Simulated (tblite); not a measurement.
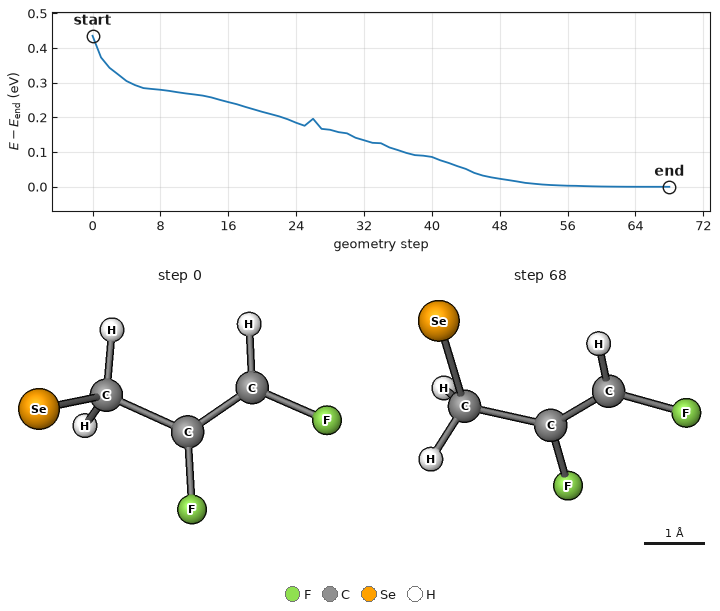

First and last geometry of a relaxation of C$_{3}$H$_{3}$F$_{2}$Se (charge −1), with the history of the run. Style: ball-and-stick. Shown at a tilt.

All numbers below come from GFN2-xTB geometry optimisation, gas phase (tblite 0.8.0). 

Q: Read the history and describe the run.

A: It converged. Over 68 geometry steps the energy falls by 0.436 eV. The Se atom moves most after the best rigid fit: 1.65 Å. Largest moves by element: Se 1.65 Å, F 1.57 Å, H 1.38 Å, C 0.41 Å. Some distances before and after: C–F 1.329 → 1.370 Å, C–C 1.518 → 1.479 Å, C–F 1.391 → 1.355 Å, C–H 1.115 → 1.094 Å. Bond angles that change, for instance: C–C–C 120.2° → 127.1°, Se–C–H 114.2° → 107.9°, F–C–C 118.9° → 112.9°. Groups turn about C–C by about 120°.
